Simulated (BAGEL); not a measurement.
# A workflow on C2H7BO (SMILES CCBO)

Wanted: the energy (HF/6-31G*), then a single-point energy (NEVPT2(2,2)/6-31G*), then a single-point energy (CASPT2(2,2)/6-31G*) of C2H7BO. 

The results are computed with BAGEL 1.2.2.

1 further run of the same task is left out (set aside as unsound or not needed).

**1. Starting point**

C2H7BO: 11 atoms, total charge 0, spin state singlet. As SMILES, `CCBO`. The C1–C2 distance was set to 2.444 Å, away from the relaxed value. At this shape a bond of the SMILES string is far longer than usual.

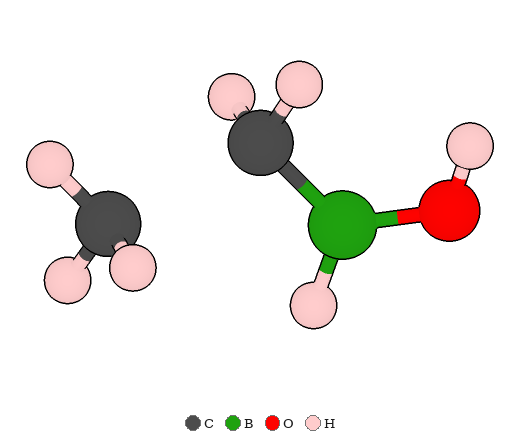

The structure, seen from a chosen angle (carbon dark grey, boron green, oxygen red, hydrogen pink).

**2. The energy at HF/6-31G(d) (density fitting with svp-jkfit, spherical functions) (run 1)**

The input, job.json:

```json
{ "bagel" : [

{
  "title" : "molecule",
  "basis" : "6-31gs.json",
  "df_basis" : "svp-jkfit",
  "angstrom" : "true",
  "geometry" : [
    { "atom" : "C", "xyz" : [      -0.801052,       2.178211,       0.011346 ] },
    { "atom" : "C", "xyz" : [      -0.148100,      -0.126400,       0.498700 ] },
    { "atom" : "B", "xyz" : [       0.844200,      -0.749700,      -0.545000 ] },
    { "atom" : "O", "xyz" : [       0.775200,      -2.034600,      -0.968200 ] },
    { "atom" : "H", "xyz" : [      -1.368452,       2.242811,      -0.920654 ] },
    { "atom" : "H", "xyz" : [      -1.422952,       2.601411,       0.803546 ] },
    { "atom" : "H", "xyz" : [       0.077448,       2.818211,      -0.100354 ] },
    { "atom" : "H", "xyz" : [      -1.037300,      -0.754700,       0.640300 ] },
    { "atom" : "H", "xyz" : [       0.380300,      -0.147700,       1.464300 ] },
    { "atom" : "H", "xyz" : [       1.748300,      -0.108300,      -1.010000 ] },
    { "atom" : "H", "xyz" : [       0.038500,      -2.519500,      -0.584400 ] }
  ]
},

{ "title" : "hf" },

{ "title" : "print", "file" : "orbitals.molden", "orbitals" : "true" }

]}
```

The basis set 6-31G* is read from a file made from the Basis Set Exchange's data (not shown).

Launch:

```
$ BAGEL_NUM_THREADS=1 BAGEL job.json > job.out
```

Standard output:

```text
* using 1 threads per process

  ===============================================================
  ===============================================================

  *** Geometry ***

  { "atom" : "C", "xyz" : [     -1.513769,      4.116222,      0.021441 ] },
  { "atom" : "C", "xyz" : [     -0.279868,     -0.238861,      0.942406 ] },
  { "atom" : "B", "xyz" : [      1.595307,     -1.416728,     -1.029901 ] },
  { "atom" : "O", "xyz" : [      1.464916,     -3.844837,     -1.829633 ] },
  { "atom" : "H", "xyz" : [     -2.585999,      4.238299,     -1.739784 ] },
  { "atom" : "H", "xyz" : [     -2.688990,      4.915954,      1.518482 ] },
  { "atom" : "H", "xyz" : [      0.146356,      5.325647,     -0.189642 ] },
  { "atom" : "H", "xyz" : [     -1.960213,     -1.426176,      1.209992 ] },
  { "atom" : "H", "xyz" : [      0.718663,     -0.279113,      2.767126 ] },
  { "atom" : "H", "xyz" : [      3.303808,     -0.204657,     -1.908623 ] },
  { "atom" : "H", "xyz" : [      0.072754,     -4.761165,     -1.104356 ] },

  Number of auxiliary basis functions:      428

  Since a DF basis is specified, we compute 2- and 3-index integrals:
    o Being stored without compression. Storage requirement is 0.017 GB

  Number of basis functions:       70
  Number of electrons      :       32

    * METHOD: MOLECULE                             0.13

  *** RHF ***

  === Nuclear Repulsion ===
   100.9439972758

      * DIIS with orbital gradients will be used.

  === RHF iteration (6-31gs.json) ===
      0       -179.07843120          0.02180137           0.03
      1       -179.21150496          0.01223807           0.03
      2       -179.25849386          0.00223243           0.03
      3       -179.26061220          0.00047646           0.03
      4       -179.26072474          0.00010645           0.04
      5       -179.26073190          0.00004123           0.04
      6       -179.26073285          0.00002123           0.04
      7       -179.26073316          0.00000479           0.04
      8       -179.26073318          0.00000198           0.04
      9       -179.26073319          0.00000086           0.04
     10       -179.26073319          0.00000030           0.04
     11       -179.26073319          0.00000010           0.04
     12       -179.26073319          0.00000005           0.04
     13       -179.26073319          0.00000002           0.03
     14       -179.26073319          0.00000001           0.03
    * SCF iteration converged.

    * Permanent dipole moment:
           (    0.651912,    -0.028314,    -0.466188) a.u.

    * METHOD: HF                                   0.61

    * METHOD: PRINT                                0.01

  ===============================================================
```

It took 1.1 s on 1 thread of Intel Xeon 6975P-C (Granite Rapids), shared host; peak memory 0.15 GiB.

**3. The energy at NEVPT2(2,2)/6-31G(d) (density fitting with svp-jkfit, spherical functions) (run 2)**

The input, nevpt2.json:

```json
{ "bagel": [

{
  "title": "molecule",
  "basis": "6-31gs.json",
  "df_basis": "svp-jkfit",
  "angstrom": true,
  "geometry": [
    { "atom": "C", "xyz": [      -0.801052,       2.178211,       0.011346 ] },
    { "atom": "C", "xyz": [      -0.148100,      -0.126400,       0.498700 ] },
    { "atom": "B", "xyz": [       0.844200,      -0.749700,      -0.545000 ] },
    { "atom": "O", "xyz": [       0.775200,      -2.034600,      -0.968200 ] },
    { "atom": "H", "xyz": [      -1.368452,       2.242811,      -0.920654 ] },
    { "atom": "H", "xyz": [      -1.422952,       2.601411,       0.803546 ] },
    { "atom": "H", "xyz": [       0.077448,       2.818211,      -0.100354 ] },
    { "atom": "H", "xyz": [      -1.037300,      -0.754700,       0.640300 ] },
    { "atom": "H", "xyz": [       0.380300,      -0.147700,       1.464300 ] },
    { "atom": "H", "xyz": [       1.748300,      -0.108300,      -1.010000 ] },
    { "atom": "H", "xyz": [       0.038500,      -2.519500,      -0.584400 ] }
  ]
},

{ "title": "hf" },

{ "title": "casscf", "nstate": 1, "nact": 2, "nclosed": 15, "nspin": 0, "active": [16, 17], "maxiter": 200, "natocc": true },

{
  "title": "nevpt2",
  "nstate": 1,
  "nact": 2,
  "nclosed": 15,
  "nspin": 0,
  "active": [16, 17],
  "maxiter": 200,
  "natocc": true,
  "ncore": 4
},

{ "title": "print", "file": "orbitals.molden", "orbitals": true }

]}
```

The basis set 6-31G* is read from a file made from the Basis Set Exchange's data (not shown).

Launch:

```
$ BAGEL_NUM_THREADS=1 BAGEL nevpt2.json > nevpt2.out
```

Standard output:

```text
* using 1 threads per process

  ===============================================================
  ===============================================================

  *** Geometry ***

  { "atom" : "C", "xyz" : [     -1.513769,      4.116222,      0.021441 ] },
  { "atom" : "C", "xyz" : [     -0.279868,     -0.238861,      0.942406 ] },
  { "atom" : "B", "xyz" : [      1.595307,     -1.416728,     -1.029901 ] },
[... 7 lines of this table left out ...]
  { "atom" : "H", "xyz" : [      0.072754,     -4.761165,     -1.104356 ] },

  Number of auxiliary basis functions:      428

  Since a DF basis is specified, we compute 2- and 3-index integrals:
    o Being stored without compression. Storage requirement is 0.017 GB

  Number of basis functions:       70
  Number of electrons      :       32

    * METHOD: MOLECULE                             0.12

  *** RHF ***

  === Nuclear Repulsion ===
   100.9439972758

      * DIIS with orbital gradients will be used.

  === RHF iteration (6-31gs.json) ===
      0       -179.07843120          0.02180137           0.03
      1       -179.21150496          0.01223807           0.03
      2       -179.25849386          0.00223243           0.03
[... 11 lines of this table left out ...]
     14       -179.26073319          0.00000001           0.03
    * SCF iteration converged.

    * Permanent dipole moment:
           (    0.651912,    -0.028314,    -0.466188) a.u.

    * METHOD: HF                                   0.48

  ---------------------------
      CASSCF calculation
  ---------------------------

    ==== Active orbitals : =====
         Orbital 16
         Orbital 17
    ============================

    * nstate   :      1
    * nclosed  :     15
    * nact     :      2
    * nvirt    :     53
  === CASSCF iteration (6-31gs.json) ===

    * Using the second-order algorithm

      0  0      -179.28882648     3.70e-03      0.01

      1  0      -179.31206522     1.36e-03      0.13
[... 17 lines of this table left out ...]
     10  0      -179.31339304     6.63e-09      0.13

    * Second-order optimization converged. *

     guess   0:   closed 1.                   open ..

  === FCI iteration ===

      0  0      -179.25712564     8.30e-02      0.00
      1  0      -179.31335950     1.89e-03      0.00
      2  0 *    -179.31339304     1.23e-15      0.00

     * ci vector, state   0, <S^2> = 0.0000
       2.     0.9470379013
       .2    -0.3211218049

    * METHOD: CASSCF                               1.43

    * freezing 4 orbitals

  === DF-NEVPT2 calculation ===

    * 3-index integral transformation done
    * assembly done

      NEVPT2 correlation energy:   -0.4793004949      0.13

          (+0)     -0.3986190019
          (+0)'    -0.0226661790
          (+1)     -0.0114296282
          (+1)'    -0.0000000000
          (+2)     -0.0005634318
          (-1)     -0.0440832965
          (-1)'     0.0000000000
          (-2)     -0.0019389576

      NEVPT2 total energy:       -179.7926935358

    * METHOD: NEVPT2                               0.21

    * METHOD: PRINT                                0.01

  ===============================================================
```

Wall time 2.6 s (1 thread of Intel Xeon 6975P-C (Granite Rapids), shared host); peak memory 0.15 GiB.

**4. A single-point energy at CASPT2(2,2)/6-31G(d) (density fitting with svp-jkfit, spherical functions) (run 3)**

The input, input.json:

```json
{ "bagel": [

{
  "title": "molecule",
  "basis": "6-31gs.json",
  "df_basis": "svp-jkfit",
  "angstrom": "true",
  "geometry": [
    { "atom": "C", "xyz": [   -0.801052,    2.178211,    0.011346 ] },
    { "atom": "C", "xyz": [   -0.148100,   -0.126400,    0.498700 ] },
    { "atom": "B", "xyz": [    0.844200,   -0.749700,   -0.545000 ] },
    { "atom": "O", "xyz": [    0.775200,   -2.034600,   -0.968200 ] },
    { "atom": "H", "xyz": [   -1.368452,    2.242811,   -0.920654 ] },
    { "atom": "H", "xyz": [   -1.422952,    2.601411,    0.803546 ] },
    { "atom": "H", "xyz": [    0.077448,    2.818211,   -0.100354 ] },
    { "atom": "H", "xyz": [   -1.037300,   -0.754700,    0.640300 ] },
    { "atom": "H", "xyz": [    0.380300,   -0.147700,    1.464300 ] },
    { "atom": "H", "xyz": [    1.748300,   -0.108300,   -1.010000 ] },
    { "atom": "H", "xyz": [    0.038500,   -2.519500,   -0.584400 ] }
  ]
},
{ "title": "hf" },
{ "title": "casscf", "nstate": 1, "nact": 2, "nclosed": 15, "active": [16, 17], "maxiter": 200, "natocc": "true" },
{ "title": "print", "file": "orbitals.molden", "orbitals": "true" },
{ "title": "smith", "method": "caspt2", "ms": "true", "xms": "true", "sssr": "true", "shift": 0.2, "shift_imag": "true", "ncore": 4 }

]}
```

The basis set 6-31G* is read from a file made from the Basis Set Exchange's data (not shown).

Launch:

```
$ BAGEL_NUM_THREADS=1 BAGEL input.json > input.out
```

Standard output:

```text
* using 1 threads per process

  ===============================================================
  ===============================================================

  *** Geometry ***

  { "atom" : "C", "xyz" : [     -1.513769,      4.116222,      0.021441 ] },
  { "atom" : "C", "xyz" : [     -0.279868,     -0.238861,      0.942406 ] },
  { "atom" : "B", "xyz" : [      1.595307,     -1.416728,     -1.029901 ] },
[... 7 lines of this table left out ...]
  { "atom" : "H", "xyz" : [      0.072754,     -4.761165,     -1.104356 ] },

  Number of auxiliary basis functions:      428

  Since a DF basis is specified, we compute 2- and 3-index integrals:
    o Being stored without compression. Storage requirement is 0.017 GB

  Number of basis functions:       70
  Number of electrons      :       32

    * METHOD: MOLECULE                             0.15

  *** RHF ***

  === Nuclear Repulsion ===
   100.9439972758

      * DIIS with orbital gradients will be used.

[... 6 lines left out ...]
    * SCF iteration converged.
[... 1 line left out ...]
    * Permanent dipole moment:
[... 27 lines left out ...]
    * Second-order optimization converged. *
[... 9 lines left out ...]
     * ci vector, state   0, <S^2> = 0.0000
[... 16 lines left out ...]
    * Zeroth order energy : state  0       -0.5691735884

    * CASPT2 iteration is performed using orthogonal basis

      -------------------------------------------  CASPT2 iteration  ---------------------------------------------------
       #      aibj      arbs      arbi      airj      risj      airs      arst      rist         Etot      error   time
      ------------------------------------------------------------------------------------------------------------------

       0  -0.39750  -0.00243  -0.04601  -0.01232  -0.00082  -0.02176  -0.00000  -0.00000   -0.4808343  0.0010423   0.06
       1  -0.39756  -0.00244  -0.04609  -0.01237  -0.00084  -0.02197  -0.00000  -0.00000   -0.4812660  0.0001191   0.05
       2  -0.39756  -0.00244  -0.04608  -0.01237  -0.00084  -0.02197  -0.00000  -0.00000   -0.4812725  0.0000160   0.07
       3  -0.39756  -0.00244  -0.04608  -0.01237  -0.00084  -0.02197  -0.00000  -0.00000   -0.4812726  0.0000022   0.08
       4  -0.39756  -0.00244  -0.04608  -0.01237  -0.00084  -0.02197  -0.00000  -0.00000   -0.4812726  0.0000003   0.08

      ------------------------------------------------------------------------------------------------------------------

    * CASPT2 energy : state  0     -179.7970679092
        w/o shift correction       -179.7946656316
        reference weight              0.8641085980

    * METHOD: SMITH                                0.49

  ===============================================================
```

Run time: 2.9 s. Hardware: 1 thread of Intel Xeon 6975P-C (Granite Rapids), shared host; peak memory 0.15 GiB.

**5. Results**

```
                               quantity          value
         run 1, HF/6-31G*: total energy  -179.26073 Eh
        run 1, HF/6-31G*: dipole moment         2.04 D
          run 1, HF/6-31G*: HOMO energy       -9.38 eV
          run 1, HF/6-31G*: LUMO energy        2.44 eV
        run 1, HF/6-31G*: HOMO–LUMO gap       11.82 eV
run 2, NEVPT2(2,2)/6-31G*: total energy  -179.79269 Eh
run 3, CASPT2(2,2)/6-31G*: total energy  -179.79707 Eh
```
